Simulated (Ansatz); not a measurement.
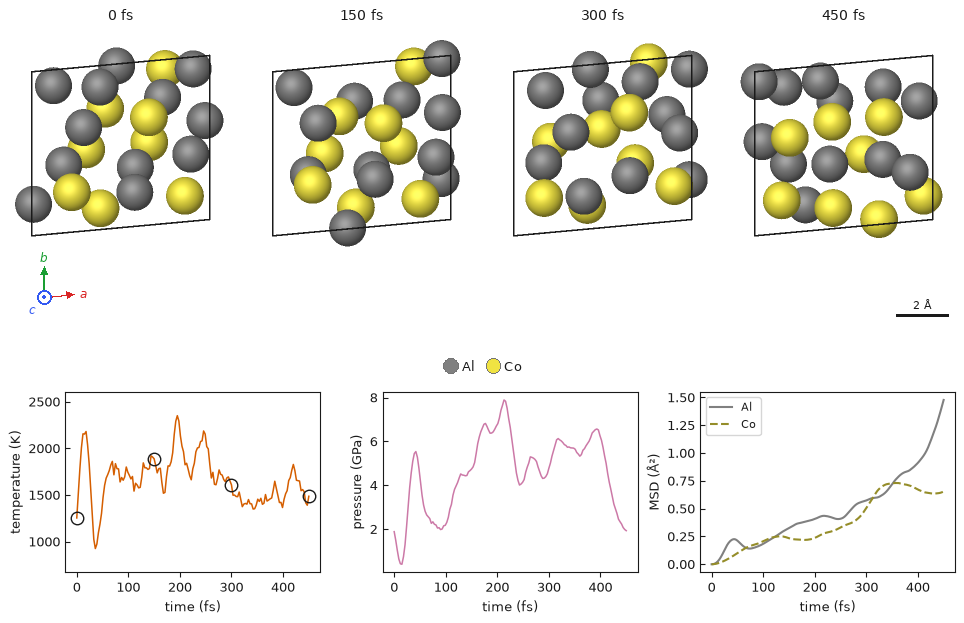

First-principles dynamics of an amorphous cell of composition Al3Co2 (20 atoms in the cell), 450 fs long. It starts from the last geometry of an earlier run, with fresh velocities. Frames and the history of the run. A spheres-only model of the simulation cell, seen along the c axis. Atoms that leave the cell re-enter on the other side.

Method: Ansatz 0.2.0, DFT PBE, scalar-relativistic, plane waves, PAW. Settings: plane-wave cutoff 420 eV; k-point mesh 1 × 1 × 1; Fermi-Dirac smearing 0.114 eV; volume 0.96 times that of the relaxed crystal; set temperature 1320 K; time step 3 fs.

**Describe the run.**

Over the second half the temperature averages 1610 K (spread ±208 K). The potential energy in the second half lies on average 9.8 meV per atom above the first frame. The mean pressure there is 5.0 GPa. Root-mean-square distances from the starting positions over the second half, with the common drift of all atoms taken out: Al 0.86 Å, Co 0.75 Å. That is a large part of the typical shortest distance between atoms in the first frame, about 2.3 Å and still growing: the atoms leave their places as in a liquid.

Limits of the set-up: the k-point mesh is coarse for a cell with partly filled bands; the periodic images lie only 6.3 Å apart, so the values are limited by the cell's size; an element that often carries a moment was run without spin polarisation.

Cost: 7 min on 2 threads of Intel(R) Xeon(R) Processor @ 2.50GHz (Skylake/Cascade Lake) (shared host), peak memory 0.49 GiB.
